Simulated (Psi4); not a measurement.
# One shape, several levels: doublet AlSbH3F+

Wanted: a comparison of 6 runs (U-r2SCAN/def2-SVP, U-revPBE/def2-SVP, UB3LYP/def2-SVP, UM06-L/def2-SVP, UPBE0/def2-SVP, UTPSS/def2-SVP) of doublet AlSbH3F+. 

Program for the calculation: Psi4 1.11.

## Step 1: The structure to begin with

AlSbH3F+ has 6 atoms, charge +1, and is taken as a doublet. As SMILES of the parent species, `[F][AlH][SbH2]`. Geometry: relaxed at PBE0-D4/def2-TZVP. This is one conformer, not always the lowest. That shape belongs to the parent species and isn't relaxed for this state.

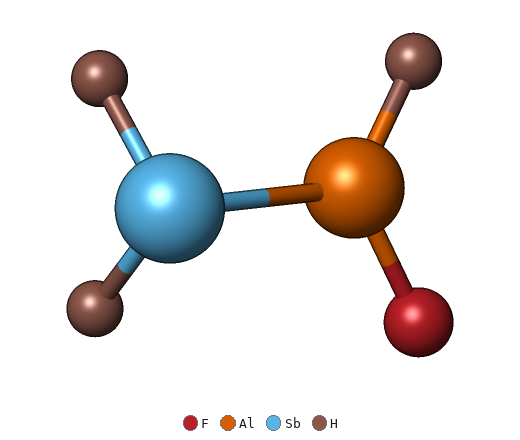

Viewed from a chosen angle; fluorine red, aluminium orange, antimony blue, hydrogen brown.

## Step 2: A single-point energy at U-r2SCAN/def2-SVP (core potential) (run 1)

alfh3sb.py reads:

```python
import psi4

psi4.set_memory('2200 MB')
psi4.set_num_threads(1)
psi4.set_output_file('run.log', False)

geom = psi4.geometry("""
1 2
F     -2.10628874    -3.08478893     2.38540129
Al    -0.63513695    -1.96399236    -0.13190288
Sb     2.41866047     1.89671811     0.63268031
H     -1.12400910    -3.40282983    -2.70552089
H      1.59133837     3.00844399    -2.28637964
H     -0.06500658     3.42588449     2.01841647
units au
symmetry c1
""")

psi4.set_options({
    'basis': 'def2-SVP',
    'reference': 'uks',
    'puream': True,
    'e_convergence': 1e-09,
    'd_convergence': 1e-08,
    'scf_type': 'pk',
    'dft_radial_points': 99,
    'dft_spherical_points': 590,
    'maxiter': 100,
})

energy_value, wavefunction = psi4.energy('r2scan', molecule=geom, return_wfn=True)
psi4.oeprop(wavefunction, 'MAYER_INDICES', 'DIPOLE', 'QUADRUPOLE')
print('E =', round(energy_value, 9))
```

Started as:

```console
$ python alfh3sb.py
```

run.log:

```text
[...]
    !!!  WARNING: ECP capability is in beta. Please check occupations closely.  !!!
[...]
  Running in c1 symmetry.
[...]
  Nuclear repulsion =  158.063166354978847
[...]
  Multiplicity = 2
[...]
  Nalpha       = 24
  Nbeta        = 23
[...]
    Number of basis functions: 73
[...]
   @UKS iter   1:  -583.80829475828830   -1.59246e+00   7.13154e-03 ADIIS/DIIS
[...]
   @UKS iter  15:  -583.91768573495040   -1.36424e-12   4.88062e-09 DIIS
[...]
   @S^2 Observed:                7.600019634E-01
[...]
    Orbital Energies [Eh]
    ---------------------
    Alpha Occupied:
       1A    -56.017354     2A    -24.650993     3A     -5.906121
       4A     -4.331237     5A     -4.136727     6A     -4.129496
       7A     -4.126651     8A     -2.875470     9A     -2.871015
      10A     -2.867177    11A     -1.498311    12A     -1.495301
      13A     -1.492876    14A     -1.488587    15A     -1.485795
      16A     -1.269998    17A     -0.795216    18A     -0.614554
      19A     -0.562984    20A     -0.549851    21A     -0.548014
      22A     -0.542418    23A     -0.505550    24A     -0.488984
    Alpha Virtual:
      25A     -0.271364    26A     -0.244961    27A     -0.235040
[...]
  @UKS Final Energy:  -583.91768573495040
   => Energetics <=
    Nuclear Repulsion Energy =            158.0631663549788470
    One-Electron Energy =               -1202.6764045037152755
    Two-Electron Energy =                 510.0879670277718105
    DFT Exchange-Correlation Energy =     -49.3924146139858067
    Empirical Dispersion Energy =           0.0000000000000000
    VV10 Nonlocal Energy =                  0.0000000000000000
    Total Energy =                       -583.9176857349503962
[...]
 Multipole Moments:
 ------------------------------------------------------------------------------------
     Multipole            Electronic (a.u.)      Nuclear  (a.u.)        Total (a.u.)
 ------------------------------------------------------------------------------------
 L = 1.  Multiply by 2.5417464519 to convert [e a0] to [Debye]
 Dipole X            :         37.8549551          -37.7624762            0.0924789
 Dipole Y            :         40.8094378          -40.7596495            0.0497884
 Dipole Z            :          0.3181961           -1.2287666           -0.9105706
 Magnitude           :                                                    0.9166079
 L = 2.  Multiply by 1.3450342976 to convert [e a0^2] to [Debye ang]
 Quadrupole XX       :       -223.0416377          195.9270226          -27.1146151
 Quadrupole XY       :       -223.2294122          224.6480719            1.4186597
[...]
```

Standard output:

```text
E = -583.917685735
```

It took 71 s on 1 thread of Intel Xeon at 2.50GHz (Skylake/Cascade Lake), shared host; peak memory 1.6 GiB.

## Step 3: The energy at U-revPBE/def2-SVP (core potential) (run 2)

job.json reads:

```json
{
 "schema_name": "qcschema_input",
 "schema_version": 1,
 "molecule": {
  "schema_name": "qcschema_molecule",
  "schema_version": 2,
  "symbols": ["F", "Al", "Sb", "H", "H", "H"],
  "geometry": [-2.10628874, -3.08478893, 2.38540129, -0.63513695, -1.96399236, -0.13190288, 2.41866047, 1.89671811, 0.63268031, -1.1240091, -3.40282983, -2.70552089, 1.59133837, 3.00844399, -2.28637964, -0.06500658, 3.42588449, 2.01841647],
  "molecular_charge": 1,
  "molecular_multiplicity": 2,
  "fix_symmetry": "c1",
  "fix_com": true,
  "fix_orientation": true
 },
 "driver": "energy",
 "model": {
  "method": "revpbe",
  "basis": "def2-SVP"
 },
 "keywords": {
  "reference": "uks",
  "puream": true,
  "e_convergence": 1e-09,
  "d_convergence": 1e-08,
  "scf_type": "pk",
  "dft_radial_points": 99,
  "dft_spherical_points": 590,
  "maxiter": 100,
  "scf_properties": ["MULLIKEN_CHARGES", "QUADRUPOLE", "LOWDIN_CHARGES"]
 }
}
```

Started as:

```console
$ psi4 --qcschema job.json -n 1 --memory 2200MB
```

stdout, cut to the lines that bear on the results:

```text
[...]
  Running in c1 symmetry.
[...]
  Nuclear repulsion =  158.063166354978847
[...]
  Multiplicity = 2
[...]
  Nalpha       = 24
  Nbeta        = 23
[...]
    Number of basis functions: 73
[...]
   @UKS iter   1:  -583.73864749510903   -1.46479e+00   7.27558e-03 ADIIS/DIIS
[...]
   @UKS iter  15:  -583.85683549476153   -1.36424e-12   2.72231e-09 DIIS
[...]
   @S^2 Observed:                7.545183997E-01
[...]
  @UKS Final Energy:  -583.85683549476153
   => Energetics <=
    Nuclear Repulsion Energy =            158.0631663549788470
    One-Electron Energy =               -1202.5953063476677016
    Two-Electron Energy =                 509.9821899188910947
    DFT Exchange-Correlation Energy =     -49.3068854209637877
    Empirical Dispersion Energy =           0.0000000000000000
    VV10 Nonlocal Energy =                  0.0000000000000000
    Total Energy =                       -583.8568354947615262
[...]
 Multipole Moments:
 ------------------------------------------------------------------------------------
     Multipole            Electronic (a.u.)      Nuclear  (a.u.)        Total (a.u.)
 ------------------------------------------------------------------------------------
 L = 1.  Multiply by 2.5417464519 to convert [e a0] to [Debye]
 Dipole X            :        -27.3822691           28.8181345            1.4358654
 Dipole Y            :          7.3175996           -6.6389859            0.6786138
 Dipole Z            :        -31.5290074           31.3320372           -0.1969702
 Magnitude           :                                                    1.6003197
 L = 2.  Multiply by 1.3450342976 to convert [e a0^2] to [Debye ang]
 Quadrupole XX       :       -208.4128262          183.5203615          -24.8924647
 Quadrupole XY       :       -185.8615905          188.5958119            2.7342214
[...]
  Mulliken Charges: (a.u.)
   Center  Symbol    Alpha    Beta     Spin     Total
       1     F     4.66054  4.60693  0.05361 -0.26746
       2    AL     6.15512  6.04940  0.10571  0.79548
       3    SB    11.67439 10.96708  0.70731  0.35853
       4     H     0.58586  0.40445  0.18141  0.00969
       5     H     0.46468  0.48737 -0.02269  0.04795
       6     H     0.45942  0.48477 -0.02535  0.05581
   Total alpha = 24.00000, Total beta = 23.00000, Total charge =  1.00000
  Lowdin Charges: (a.u.)
   Center  Symbol    Alpha    Beta     Spin     Total
[...]
```

The result, in JSON:

```text
{
 "driver": "energy",
 "model": {
  "method": "revpbe",
  "basis": "def2-SVP"
 },
 "success": true,
 "return_result": -583.8568354947615,
 "properties": {
  "calcinfo_nbasis": 73,
  "calcinfo_nmo": 73,
  "calcinfo_nalpha": 24,
  "calcinfo_nbeta": 23,
  "calcinfo_natom": 6,
  "nuclear_repulsion_energy": 158.06316635497885,
  "return_energy": -583.8568354947615,
  "scf_one_electron_energy": -1202.5953063476677,
  "scf_two_electron_energy": 509.9821899188911,
  "scf_xc_energy": -49.30688542096379,
  "scf_dipole_moment": [1.435865360604918, 0.6786137577059854, -0.19697016354483665],
  "scf_total_energy": -583.8568354947615,
  "scf_iterations": 15
 }
}
```

Run time: 34 s. Hardware: 1 thread of Intel Xeon at 2.50GHz (Skylake/Cascade Lake), shared host; peak memory 0.81 GiB.

Runs 3 to 5 aren't shown in full; the table further down has their settings and results.

## Step 4: A single-point energy at UTPSS/def2-SVP (core potential) (run 6)

job.json reads:

```json
{
  "schema_name": "qcschema_input",
  "schema_version": 1,
  "molecule": {
    "schema_name": "qcschema_molecule",
    "schema_version": 2,
    "symbols": ["F", "Al", "Sb", "H", "H", "H"],
    "geometry": [-2.10628874, -3.08478893, 2.38540129, -0.63513695, -1.96399236, -0.13190288, 2.41866047, 1.89671811, 0.63268031, -1.1240091, -3.40282983, -2.70552089, 1.59133837, 3.00844399, -2.28637964, -0.06500658, 3.42588449, 2.01841647],
    "molecular_charge": 1,
    "molecular_multiplicity": 2,
    "fix_symmetry": "c1"
  },
  "driver": "energy",
  "model": {
    "method": "tpss",
    "basis": "def2-SVP"
  },
  "keywords": {
    "reference": "uks",
    "puream": true,
    "e_convergence": 1e-09,
    "d_convergence": 1e-08,
    "scf_type": "pk",
    "dft_radial_points": 99,
    "dft_spherical_points": 590,
    "maxiter": 100,
    "scf_properties": ["MAYER_INDICES", "MULLIKEN_CHARGES", "LOWDIN_CHARGES"]
  }
}
```

Started as:

```console
$ psi4 --qcschema job.json -n 1 --memory 2200MB
```

stdout, cut to the lines that bear on the results:

```text
[...]
    !!!  WARNING: ECP capability is in beta. Please check occupations closely.  !!!
[...]
  Running in c1 symmetry.
[...]
  Nuclear repulsion =  158.063166354978847
[...]
  Multiplicity = 2
[...]
  Nalpha       = 24
  Nbeta        = 23
[...]
    Number of basis functions: 73
[...]
   @UKS iter   1:  -583.72278522540114   -1.52906e+00   7.12545e-03 ADIIS/DIIS
[...]
   @UKS iter  14:  -583.83254073314708   -3.29692e-12   7.47381e-09 DIIS
[...]
   @S^2 Observed:                7.559454161E-01
[...]
  @UKS Final Energy:  -583.83254073314708
   => Energetics <=
    Nuclear Repulsion Energy =            158.0631663549788470
    One-Electron Energy =               -1202.5245509534270241
    Two-Electron Energy =                 509.9187129698609624
    DFT Exchange-Correlation Energy =     -49.2898691045598909
    Empirical Dispersion Energy =           0.0000000000000000
    VV10 Nonlocal Energy =                  0.0000000000000000
    Total Energy =                       -583.8325407331470842
[...]
 Multipole Moments:
 ------------------------------------------------------------------------------------
     Multipole            Electronic (a.u.)      Nuclear  (a.u.)        Total (a.u.)
 ------------------------------------------------------------------------------------
 L = 1.  Multiply by 2.5417464519 to convert [e a0] to [Debye]
 Dipole X            :         37.8468422          -37.7624762            0.0843660
 Dipole Y            :         40.7487237          -40.7596495           -0.0109257
 Dipole Z            :          0.3681800           -1.2287666           -0.8605867
 Magnitude           :                                                    0.8647811
[...]
  Mulliken Charges: (a.u.)
   Center  Symbol    Alpha    Beta     Spin     Total
       1     F     4.66559  4.61525  0.05034 -0.28084
       2    AL     6.13002  6.02911  0.10091  0.84087
       3    SB    11.67363 10.96885  0.70479  0.35752
       4     H     0.59724  0.41187  0.18537 -0.00911
       5     H     0.46948  0.48870 -0.01922  0.04182
       6     H     0.46404  0.48623 -0.02219  0.04973
   Total alpha = 24.00000, Total beta = 23.00000, Total charge =  1.00000
  Lowdin Charges: (a.u.)
   Center  Symbol    Alpha    Beta     Spin     Total
[...]
```

The result, in JSON:

```text
{
 "driver": "energy",
 "model": {
  "method": "tpss",
  "basis": "def2-SVP"
 },
 "success": true,
 "return_result": -583.8325407331471,
 "properties": {
  "calcinfo_nbasis": 73,
  "calcinfo_nmo": 73,
  "calcinfo_nalpha": 24,
  "calcinfo_nbeta": 23,
  "calcinfo_natom": 6,
  "nuclear_repulsion_energy": 158.06316635497885,
  "return_energy": -583.8325407331471,
  "scf_one_electron_energy": -1202.524550953427,
  "scf_two_electron_energy": 509.91871296986096,
  "scf_xc_energy": -49.28986910455989,
  "scf_dipole_moment": [0.08436601238058472, -0.010925746505783707, -0.860586673719869],
  "scf_total_energy": -583.8325407331471,
  "scf_iterations": 14
 }
}
```

Run time: 85 s. Hardware: 1 thread of Intel Xeon at 2.50GHz (Skylake/Cascade Lake), shared host; peak memory 1.6 GiB.

## Step 5: All runs side by side

```
run                               level      task  energy (Eh)  HOMO energy (eV)  LUMO energy (eV)   ⟨S²⟩  wall time
  1  U-r2SCAN/def2-SVP (core potential)    energy  -583.917686            -13.31            -11.77  0.760       71 s
  2  U-revPBE/def2-SVP (core potential)    energy  -583.856835            -12.82            -11.81  0.755       34 s
  3    UB3LYP/def2-SVP (core potential)  gradient  -583.997166            -13.79            -11.49  0.757       47 s
  4    UM06-L/def2-SVP (core potential)    energy  -584.043383            -12.93            -11.84  0.755       56 s
  5     UPBE0/def2-SVP (core potential)    energy  -583.684980            -14.08            -11.22  0.759       34 s
  6     UTPSS/def2-SVP (core potential)    energy  -583.832541            -13.03            -11.88  0.756       85 s
```

## Step 6: Summary of results

| quantity | value |
| --- | --- |
| run 6: total energy | -583.83254 Eh |
| run 6: HOMO energy (highest over α and β) | -13.03 eV |
| run 6: LUMO energy (lowest over α and β) | -11.88 eV |
| run 6: ⟨S²⟩ | 0.756 |

What this shows: Totals of different functionals can't be ranked against each other. All runs together took 5.5 min, the longest 85 s.
